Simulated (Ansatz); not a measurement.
**ClH3Si···NH3: density, localisation and related maps**

Input file:

```
crystal:
  periodic: [false, false, false]
  atoms:
    - { symbol: Si, position_ang: [-0.045193, -0.191221, -0.044109] }
    - { symbol: H, position_ang: [-0.039599, -0.232664, 1.425303] }
    - { symbol: Cl, position_ang: [1.881368, -0.389838, -0.791432] }
    - { symbol: H, position_ang: [-0.681396, 1.049478, -0.556838] }
    - { symbol: H, position_ang: [-0.792885, -1.372573, -0.561944] }
    - { symbol: "N", position_ang: [1.275655, 2.144926, 1.370496] }
    - { symbol: H, position_ang: [2.055431, 1.621022, 0.982851] }
    - { symbol: H, position_ang: [0.792136, 2.59815, 0.600615] }
    - { symbol: H, position_ang: [0.627681, 1.468521, 1.807257] }
basis:
  gaussian: { orbitals: def2-SVP }
hamiltonian:
  xc: pbe0
relax:
  f_tol: 0.03
  max_steps: 50
output:
  orbitals: {}
```

Command:

```sh
ansatz run input.yaml --threads 1 --pin off --max-ram 2048MiB --backend cpu --events-out ev --progress --plain --runs-dir out
```

The fields are those of the run's last geometry, not of the input's.

Method: RKS PBE0/def2-SVP in Ansatz.

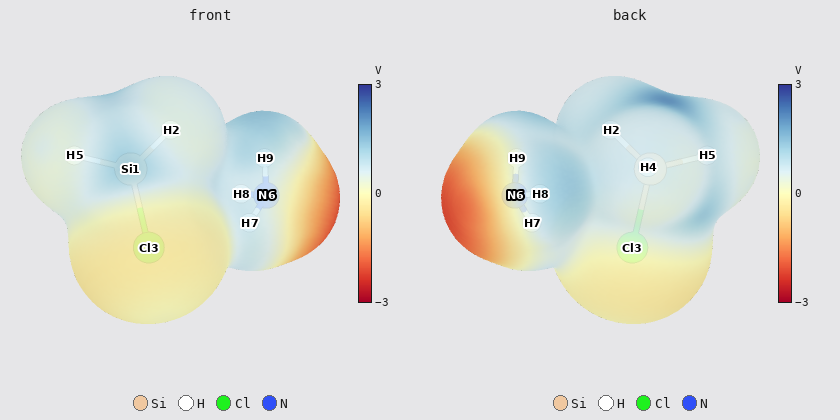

Figure 1. The molecular electrostatic potential painted on the density surface at 0.002 e/bohr³, seen from the front and from behind; red is negative and blue positive.

> Where is the surface potential most negative and most positive?

The most negative region (about −2.1 V) lies over N6, the most positive (about +1.9 V) over Si1. N6 is the likeliest acceptor of a hydrogen bond.

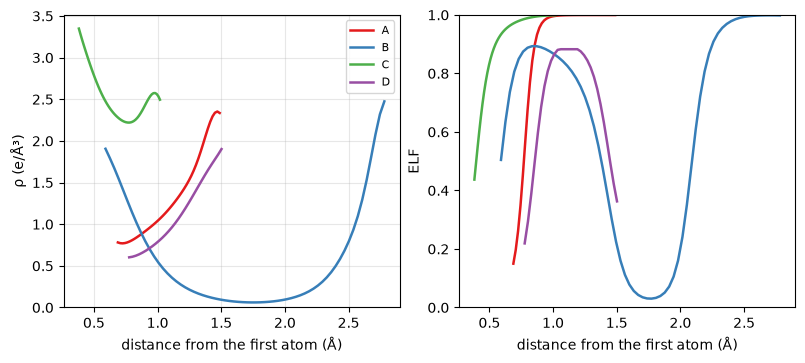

Figure 2. Electron density and ELF along straight lines between neighbouring atoms. The curves leave out the atomic cores.

> Which curve belongs to which contact (Cl–H, N–H, Si–Cl and Si–H)? The first atom named is at distance zero.

Curve A: Si–H (1.49 Å): ρ is about 0.77 e/Å³ halfway; the ELF climbs to about 1 towards the hydrogen, as it does in any bond to H. Curve B: Cl3···H7 (2.78 Å): the density falls to about 0.06 e/Å³ on the way; the ELF dips to about 0.05 between them; a weak contact between the two molecules. Curve C: N–H (1.02 Å): ρ is about 2.8 e/Å³ halfway; the ELF climbs to about 1 towards the hydrogen (an ordinary covalent bond to hydrogen). Curve D: Si–Cl (2.07 Å): the density is about 0.84 e/Å³ at the midpoint; the ELF peaks at about 0.90 between the atoms; a polar covalent bond.

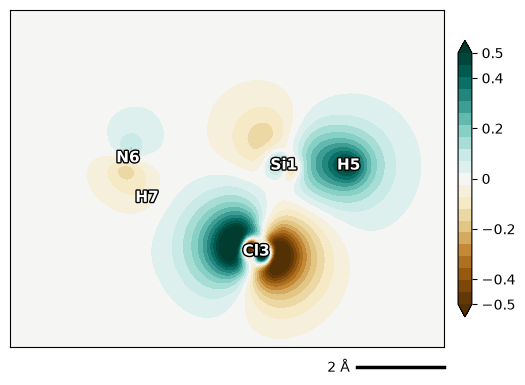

Figure 3. The HOMO−1 on the plane of atoms Cl3, Si1 and H5 (values in Å⁻³ᐟ²; the overall sign is arbitrary).

> Where does this orbital lie, and at what energy?

It lies mainly on Cl3 (about 65 %), Si1 (about 15 %) and H5 (about 15 %). Its energy is −9.09 eV.
